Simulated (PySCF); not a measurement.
SMILES [SiH3][Ge]([Cl])([SiH3])[SiH3], singlet at its B3LYP/def2-SVP optimised geometry (Å):

```
14

Si     1.2019     2.1253     1.7610
Ge     0.2249     0.8012     0.0000
Si    -2.1851     0.8012     0.0000
Si     1.2049    -1.3880    -0.2346
Cl     0.7821     1.8660    -1.8753
H      0.8895     1.5028     3.0825
H      2.6806     2.1823     1.5812
H      0.6368     3.5042     1.7208
H     -2.6835     2.2062     0.0000
H     -2.6839     0.0905    -1.2117
H     -2.6827     0.1014     1.2223
H      0.8898    -2.2062     0.9749
H      2.6839    -1.2603    -0.3707
H      0.6446    -2.0588    -1.4423
```

Computed with PySCF 2.14.0 with B3LYP/def2-TZVP.

Map of the Laplacian of the electron density (e/bohr⁵), clipped to [-1.50, 1.50] on the plane z = 1.2 Å:

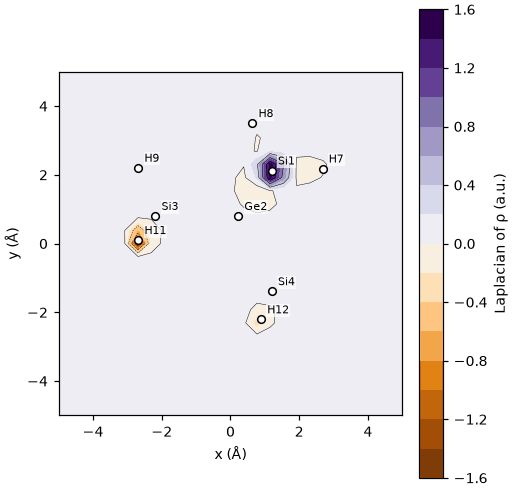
*Laplacian of the electron density (e/bohr⁵), clipped to [-1.50, 1.50] on the plane z = 1.2 Å.*
